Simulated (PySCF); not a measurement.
Ga(Me)(OSiH3)2, CH₉GaO₂Si₂, SMILES [CH3][Ga]([O][SiH3])[O][SiH3] at its GFN2-xTB optimised geometry (Å):

```
15

Ga    -1.1505    -0.6470     2.6042
C     -2.3416    -0.6426     4.2316
H     -2.2534    -1.6036     4.7340
H     -3.3704    -0.4678     3.9217
H     -2.0343     0.1579     4.9027
O     -1.1786     0.6336     1.4003
Si    -0.6137     1.2440     0.0000
H     -1.1366     0.4379    -1.1097
H      0.8541     1.2440     0.0000
H     -1.1623     2.6032     0.0000
O      0.0055    -1.9280     2.2661
Si     1.1623    -2.5223     1.2853
H      0.6625    -2.6032    -0.0925
H      1.4113    -3.8479     1.8590
H      2.3462    -1.6577     1.3620
```

Level of theory: PBE0/def2-TZVP (PySCF). Cells within 0.4 Å of a nucleus heavier than hydrogen are left out (blank, or x).

Map of the electrostatic potential (hartree/e), clipped to [-0.08, 0.12] on the plane z = 1.0 Å:

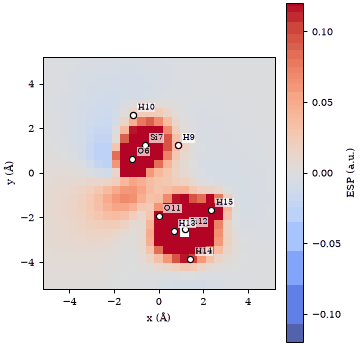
*Electrostatic potential (hartree/e), clipped to [-0.08, 0.12] on the plane z = 1.0 Å.*
